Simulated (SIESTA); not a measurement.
Band structure of BN (P6_3/mmc, 4 atoms in the cell).

```yaml
crystal:
  lattice:
    - [2.47262, 0.00000, 0.00000]
    - [-1.23631, 2.14135, 0.00000]
    - [0.00000, 0.00000, 7.28384]
  atoms:
    - { symbol: B, position: [0.66667, 0.33333, 0.75000] }
    - { symbol: B, position: [0.33333, 0.66667, 0.25000] }
    - { symbol: N, position: [0.00000, 0.00000, 0.75000] }
    - { symbol: N, position: [0.00000, 0.00000, 0.25000] }
```

Method of the run: GGA PBE, numerical atomic orbitals DZP, PseudoDojo PBE standard norm-conserving potentials (rewritten from UPF to PSML) in SIESTA.

Settings: XC.functional = GGA; XC.authors = PBE; potentials = PseudoDojo PBE standard; PAO.BasisSize = DZP; PAO.EnergyShift = 0.01 Ry; MeshCutoff = 400 Ry; kgrid.MonkhorstPack = 10 10 3; OccupationFunction = FD; ElectronicTemperature = 10 meV; MaxSCFIterations = 150; SCF.Mixer.Method = Broyden; SCF.Mixer.Weight = 0.2; SCF.Mixer.History = 6; SCF.DM.Tolerance = 1.0E-04.

The starting cell comes from a database of computed structures (which also holds hypothetical and non-ambient phases and stackings), without a prior relaxation at this level. Its lattice was rescaled by a random factor within 2.5 % of one. Values carry the incompleteness of an atom-centred basis.

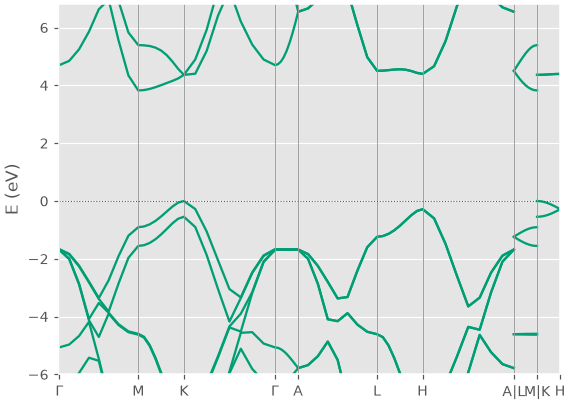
Figure. Bands along the path, energies from the top of the valence band on the path.

Q: Read off roughly the gap and where its edges lie.

A: The gap along the path is about 3.8 eV (computed: 3.83 eV), from K to M; the smallest direct gap on it is 4.30 eV.

Levels in eV from the top of the valence band on the path, bands 5 to 9:
| point | 5 | 6 | 7 | 8 | 9 |
|---|---|---|---|---|---|
| Γ | -1.69 | -1.69 | -1.67 | -1.67 | 4.70 |
| M | -4.63 | -4.59 | -1.56 | -0.91 | 3.83 |
| K | -7.62 | -7.62 | -0.54 | 0.00 | 4.37 |
| A | -1.68 | -1.68 | -1.68 | -1.68 | 6.55 |
| L | -4.61 | -4.61 | -1.24 | -1.24 | 4.50 |
| H | -7.62 | -7.62 | -0.28 | -0.28 | 4.40 |

Higher empty bands are left out: an atom-centred basis made for the valence describes them poorly.
